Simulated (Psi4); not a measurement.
**One shape, several levels: doublet [BI3]+**

Aim: a comparison of 4 runs (U-revPBE/def2-SVP, UBLYP/def2-SVP, UPBE/def2-SVP, UMP2/def2-SVP) of doublet [BI3]+. 

The results are computed with Psi4 1.11.

1 further run of the same task is left out (set aside as unsound or not needed).

## 1. The structure to begin with

The species is [BI3]+ (4 atoms), meant as a doublet with charge +1. As SMILES of the parent species, `IB(I)I`. The shape is that of a PBE0-D4/def2-TZVP optimisation. That shape belongs to the parent species and isn't relaxed for this state.

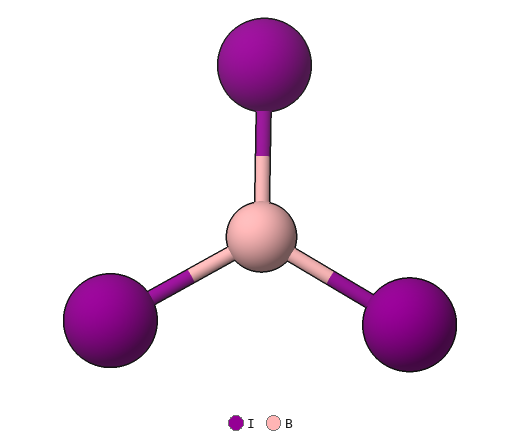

The structure, seen from a chosen angle (iodine purple, boron pink).

## 2. Energy and gradient at U-revPBE/def2-SVP (core potential) (run 1)

job.py reads:

```python
import psi4

psi4.set_memory('1600 MB')
psi4.set_num_threads(1)
psi4.set_output_file('psi4.out', False)

mol = psi4.geometry("""
1 2
I
B 1 2.110419
I 2 2.110334 1 119.99795
I 2 2.110401 3 119.99842 1 179.99477
symmetry c1
no_reorient
no_com
""")

psi4.set_options({
    'basis': 'def2-SVP',
    'reference': 'uks',
    'puream': True,
    'e_convergence': 1e-09,
    'd_convergence': 1e-08,
    'scf_type': 'pk',
    'dft_radial_points': 99,
    'dft_spherical_points': 590,
    'maxiter': 200,
})

e_tot, wfn = psi4.gradient('revpbe', molecule=mol, return_wfn=True)
psi4.oeprop(wfn, 'LOWDIN_CHARGES', 'DIPOLE', 'WIBERG_LOWDIN_INDICES', title='REVPBE')
print('gradient / Eh bohr^-1')
print(e_tot.np.round(6))
print(f'energy = {wfn.energy():.10f} Eh')
```

Launch:

```
$ python job.py
```

psi4.out:

```text
[...]
    !!!  WARNING: ECP capability is in beta. Please check occupations closely.  !!!
[...]
  Running in c1 symmetry.
[...]
  Nuclear repulsion =  365.474882942670149
[...]
  Multiplicity = 2
[...]
  Nalpha       = 40
  Nbeta        = 39
[...]
    Number of basis functions: 92
[...]
   @UKS iter   1:  -917.61603644492993   -7.25626e+00   6.37545e-03 ADIIS/DIIS
[...]
   @UKS iter  15:  -917.80504170102051   -4.54747e-13   2.71375e-09 DIIS
[...]
   @S^2 Observed:                7.512801486E-01
[...]
  @UKS Final Energy:  -917.80504170102051
   => Energetics <=
    Nuclear Repulsion Energy =            365.4748829426701491
    One-Electron Energy =               -2300.2643087682426994
    Two-Electron Energy =                1087.5767219933218257
    DFT Exchange-Correlation Energy =     -70.5923378687697749
    Empirical Dispersion Energy =           0.0000000000000000
    VV10 Nonlocal Energy =                  0.0000000000000000
    Total Energy =                       -917.8050417010205138
[...]
  -Total Gradient:
     Atom            X                  Y                   Z
    ------   -----------------  -----------------  -----------------
       1       -0.000001241615     0.000005940680     0.004572597463
       2        0.000003407005    -0.000012481269     0.000011012694
       3       -0.000001262015     0.003971036924    -0.002289897428
       4       -0.000000875996    -0.003969313266    -0.002286612373
[...]
```

Standard output:

```text
gradient / Eh bohr^-1
[[-1.000e-06  6.000e-06  4.573e-03]
 [ 3.000e-06 -1.200e-05  1.100e-05]
 [-1.000e-06  3.971e-03 -2.290e-03]
 [-1.000e-06 -3.969e-03 -2.287e-03]]
energy = -917.8050417010 Eh
```

Run time: 17 s. Hardware: 1 thread of AMD EPYC 9R45 (Zen 5), shared host; peak memory 0.76 GiB.

## 3. A single-point energy at UBLYP/def2-SVP (core potential) (run 2)

run.py reads:

```python
import psi4

psi4.set_memory(1600000000)
psi4.set_num_threads(1)
psi4.core.set_output_file('bi3.out', False)

geom = psi4.geometry("""
1 2
I     -1.308500    -0.295200     1.615600
B      0.013900    -0.015100    -0.005100
I      1.876800    -1.006300    -0.030300
I     -0.526500     1.256300    -1.600500
symmetry c1
no_reorient
no_com
""")

psi4.set_options({
    'basis': 'def2-SVP',
    'reference': 'uks',
    'puream': True,
    'e_convergence': 1e-09,
    'd_convergence': 1e-08,
    'scf_type': 'pk',
    'dft_radial_points': 99,
    'dft_spherical_points': 590,
    'maxiter': 200,
})

e_tot, wfn = psi4.energy("blyp", molecule=geom, return_wfn=True)
psi4.oeprop(wfn, "QUADRUPOLE", "MAYER_INDICES", "WIBERG_LOWDIN_INDICES")
print(f'total energy {e_tot:.8f} hartree = {e_tot * 27.211386:.5f} eV')
```

Launch:

```
$ python run.py
```

bi3.out:

```text
[...]
  Running in c1 symmetry.
[...]
  Nuclear repulsion =  365.474936253031046
[...]
  Multiplicity = 2
[...]
  Nalpha       = 40
  Nbeta        = 39
[...]
    Number of basis functions: 92
[...]
   @UKS iter   1:  -917.28016689521269   -7.29076e+00   6.63368e-03 ADIIS/DIIS
[...]
   @UKS iter  14:  -917.50896525000212   -5.68434e-13   6.68828e-09 DIIS
[...]
   @S^2 Observed:                7.508979594E-01
[...]
  @UKS Final Energy:  -917.50896525000212
   => Energetics <=
    Nuclear Repulsion Energy =            365.4749362530310464
    One-Electron Energy =               -2300.1306655866383153
    Two-Electron Energy =                1087.4370868389310090
    DFT Exchange-Correlation Energy =     -70.2903227553258318
    Empirical Dispersion Energy =           0.0000000000000000
    VV10 Nonlocal Energy =                  0.0000000000000000
    Total Energy =                       -917.5089652500021202
[...]
 Multipole Moments:
 ------------------------------------------------------------------------------------
     Multipole            Electronic (a.u.)      Nuclear  (a.u.)        Total (a.u.)
 ------------------------------------------------------------------------------------
 L = 1.  Multiply by 2.5417464519 to convert [e a0] to [Debye]
 Dipole X            :         -2.0796835            2.1060998            0.0264163
 Dipole Y            :          2.2495638           -2.2780648           -0.0285011
 Dipole Z            :          0.7567034           -0.7662839           -0.0095805
 Magnitude           :                                                    0.0400240
 L = 2.  Multiply by 1.3450342976 to convert [e a0^2] to [Debye ang]
 Quadrupole XX       :       -542.0683919          492.0741088          -49.9942831
 Quadrupole XY       :        188.9776999         -193.1801952           -4.2024952
[...]
```

Standard output:

```text
total energy -917.50896525 hartree = -24966.69061 eV
```

It took 8.7 s on 1 thread of AMD EPYC 9R45 (Zen 5), shared host; peak memory 0.76 GiB.

## 4. A single-point energy at UPBE/def2-SVP (core potential) (run 3)

bi3.json reads:

```json
{
  "schema_name": "qcschema_input",
  "schema_version": 1,
  "molecule": {
    "schema_name": "qcschema_molecule",
    "schema_version": 2,
    "symbols": ["I", "B", "I", "I"],
    "geometry": [-2.47270663, -0.55784715, 3.05304153, 0.02626719, -0.02853486, -0.0096376, 3.54663799, -1.9016314, -0.0572587, -0.9949408, 2.37406293, -3.02450666],
    "molecular_charge": 1,
    "molecular_multiplicity": 2,
    "fix_symmetry": "c1",
    "fix_com": true,
    "fix_orientation": true
  },
  "driver": "energy",
  "model": {
    "method": "pbe",
    "basis": "def2-SVP"
  },
  "keywords": {
    "reference": "uks",
    "puream": true,
    "e_convergence": 1e-09,
    "d_convergence": 1e-08,
    "scf_type": "pk",
    "dft_radial_points": 99,
    "dft_spherical_points": 590,
    "maxiter": 200
  }
}
```

Launch:

```
$ psi4 --qcschema bi3.json -n 1 --memory 1600MB
```

stdout:

```text
[...]
    !!!  WARNING: ECP capability is in beta. Please check occupations closely.  !!!
[...]
  Running in c1 symmetry.
[...]
  Nuclear repulsion =  365.474936536145549
[...]
  Multiplicity = 2
[...]
  Nalpha       = 40
  Nbeta        = 39
[...]
    Number of basis functions: 92
[...]
   @UKS iter   1:  -917.40594605260185   -7.28695e+00   6.45682e-03 ADIIS/DIIS
[...]
   @UKS iter  15:  -917.61279620504922   -1.25056e-12   5.35434e-09 DIIS
[...]
   @S^2 Observed:                7.511444954E-01
[...]
  @UKS Final Energy:  -917.61279620504922
   => Energetics <=
    Nuclear Repulsion Energy =            365.4749365361455489
    One-Electron Energy =               -2300.1397111040414529
    Two-Electron Energy =                1087.4391920878358633
    DFT Exchange-Correlation Energy =     -70.3872137249892091
    Empirical Dispersion Energy =           0.0000000000000000
    VV10 Nonlocal Energy =                  0.0000000000000000
    Total Energy =                       -917.6127962050492215
[...]
 Multipole Moments:
 ------------------------------------------------------------------------------------
     Multipole            Electronic (a.u.)      Nuclear  (a.u.)        Total (a.u.)
 ------------------------------------------------------------------------------------
 L = 1.  Multiply by 2.5417464519 to convert [e a0] to [Debye]
 Dipole X            :         -2.0796833            2.1061000            0.0264167
 Dipole Y            :          2.2495625           -2.2780648           -0.0285023
 Dipole Z            :          0.7567080           -0.7662837           -0.0095757
 Magnitude           :                                                    0.0400239
[...]
```

The result, in JSON:

```text
{
 "driver": "energy",
 "model": {
  "method": "pbe",
  "basis": "def2-SVP"
 },
 "success": true,
 "return_result": -917.6127962050492,
 "properties": {
  "calcinfo_nbasis": 92,
  "calcinfo_nmo": 92,
  "calcinfo_nalpha": 40,
  "calcinfo_nbeta": 39,
  "calcinfo_natom": 4,
  "nuclear_repulsion_energy": 365.47493653614555,
  "return_energy": -917.6127962050492,
  "scf_one_electron_energy": -2300.1397111040415,
  "scf_two_electron_energy": 1087.4391920878359,
  "scf_xc_energy": -70.38721372498921,
  "scf_dipole_moment": [0.026416667012933992, -0.028502259470078783, -0.009575714841021599],
  "scf_total_energy": -917.6127962050492,
  "scf_iterations": 15
 }
}
```

It took 9.6 s on 1 thread of AMD EPYC 9R45 (Zen 5), shared host; peak memory 0.76 GiB.

## 5. A single-point energy at UMP2/def2-SVP (core potential) (run 4)

bi3.in reads:

```
memory 1600 mb

molecule molecule1 {
  1 2
  I
  B 1 2.110419
  I 2 2.110334 1 119.99795
  I 2 2.110401 3 119.99842 1 179.99477
  units angstrom
  symmetry c1
  no_reorient
  no_com
}

set basis def2-SVP
set reference uhf
set puream true
set e_convergence 1e-09
set d_convergence 1e-08
set scf_type pk
set num_frozen_docc 13
set mp2_type conv
set maxiter 200

e_tot, wfn = energy('mp2', return_wfn=True)
```

Launch:

```
$ psi4 bi3.in bi3.out -n 1
```

bi3.out:

```text
[...]
  Running in c1 symmetry.
[...]
  Nuclear repulsion =  365.474882942670149
[...]
  Multiplicity = 2
[...]
  Nalpha       = 40
  Nbeta        = 39
[...]
    Number of basis functions: 92
[...]
   @UHF iter   1:  -914.20990851618524   -9.67399e+00   4.63133e-03 ADIIS/DIIS
[...]
   @UHF iter  29:  -914.34415673505293   -2.50111e-11   8.59125e-09 DIIS
[...]
   @S^2 Observed:                7.688730925E-01
[...]
  @UHF Final Energy:  -914.34415673505293
   => Energetics <=
    Nuclear Repulsion Energy =            365.4748829426701491
    One-Electron Energy =               -2298.7464457514533933
    Two-Electron Energy =                1018.9274060737303671
    Total Energy =                       -914.3441567350529340
  UHF NO Occupations:
  HONO-2 :   38  A 1.9962050
  HONO-1 :   39  A 1.9962036
[...]
 Multipole Moments:
 ------------------------------------------------------------------------------------
     Multipole            Electronic (a.u.)      Nuclear  (a.u.)        Total (a.u.)
 ------------------------------------------------------------------------------------
 L = 1.  Multiply by 2.5417464519 to convert [e a0] to [Debye]
 Dipole X            :         -0.0002841            0.0002892            0.0000050
 Dipole Y            :          0.0000262            0.0000808            0.0001070
 Dipole Z            :          0.0000131            0.0000019            0.0000151
 Magnitude           :                                                    0.0001081
[...]
	SCS-MP2 Total Energy (a.u.)        :  -914.76282122337500
	SOS-MP2 Total Energy (a.u.)        :  -914.71549000154050
	SCSN-MP2 Total Energy (a.u.)       :  -914.59406558633873
[...]
	SOS-PI-MP2 Total Energy (a.u.)     :  -914.77737887928845
[...]
	MP2 Total Energy (a.u.)            :  -914.79559478929593
[...]
```

It took 5.7 s on 1 thread of AMD EPYC 9R45 (Zen 5), shared host; peak memory 0.51 GiB.

## 6. All runs side by side

```
run                               level      task  frozen core orbitals  energy (Eh)  HOMO energy (eV)  LUMO energy (eV)   ⟨S²⟩  wall time
  1  U-revPBE/def2-SVP (core potential)  gradient                     0  -917.805042            -11.71            -11.20  0.751       17 s
  2     UBLYP/def2-SVP (core potential)    energy                     0  -917.508965            -11.49            -11.06  0.751      8.7 s
  3      UPBE/def2-SVP (core potential)    energy                     0  -917.612796            -11.75            -11.26  0.751      9.6 s
  4      UMP2/def2-SVP (core potential)    energy                    13  -914.795595            -14.07             -8.97  0.769      5.7 s
```

## 7. Results

| quantity | value |
| --- | --- |
| run 4: total energy | -914.79559 Eh |
| run 4: HOMO energy (Hartree–Fock orbitals) (highest over α and β) | -14.07 eV |
| run 4: LUMO energy (Hartree–Fock orbitals) (lowest over α and β) | -8.97 eV |
| run 4: correlation energy (13 core orbitals frozen) | -451.4 mEh |
| run 4: ⟨S²⟩ of the reference determinant | 0.769 |

**Reading.** Totals of different functionals can't be ranked against each other. All runs together took 41 s, the longest 17 s.
